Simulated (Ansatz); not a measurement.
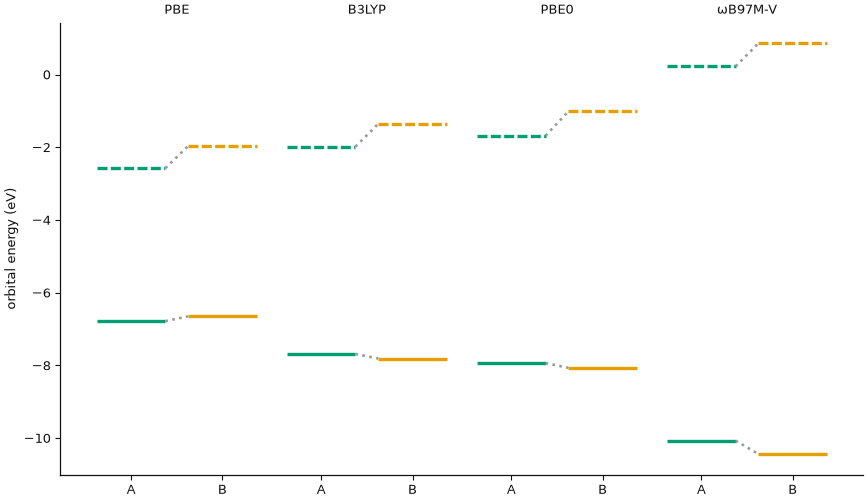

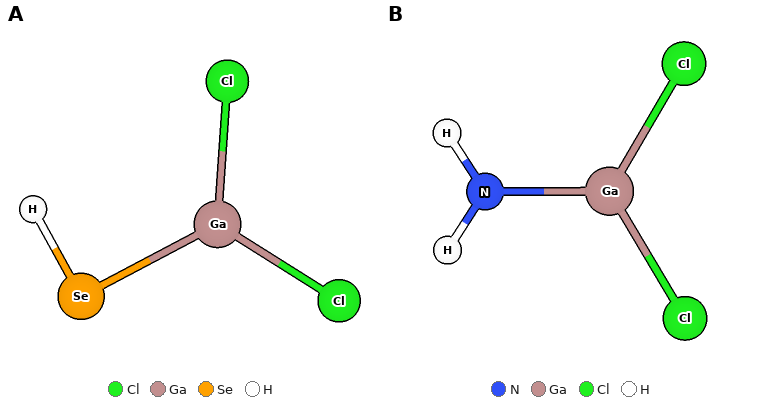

One change: A, GaHSeCl₂ (SMILES [Cl][Ga]([Cl])[SeH]), becomes B, GaNH₂Cl₂ (SMILES [NH2][Ga]([Cl])[Cl]). SeH on Ga is replaced by NH₂. HOMO (solid) and LUMO (dashed) computed in def2-TZVPP at PBE0-D4/def2-TZVP geometries, both minima by their frequencies, gas phase, the Ansatz code 0.2.0. Empty levels above zero depend strongly on the basis.

**What does the change do to HOMO and LUMO?**

PBE: the HOMO rises by 0.13 eV, the LUMO rises by 0.61 eV, and the separation goes from 4.21 to 4.69 eV. B3LYP: the HOMO falls by 0.12 eV, the LUMO rises by 0.63 eV, and the separation goes from 5.70 to 6.46 eV. PBE0: the HOMO falls by 0.13 eV, the LUMO rises by 0.67 eV, and the separation goes from 6.26 to 7.05 eV. ωB97M-V: the HOMO falls by 0.37 eV, the LUMO rises by 0.64 eV, and the separation goes from 10.30 to 11.30 eV.

**Do the functionals agree on the effect?**

Not on every direction; the HOMO shift lies between −0.37 and 0.13 eV and the LUMO shift between 0.61 and 0.67 eV, while the separations themselves differ by up to 6.6 eV between functionals.
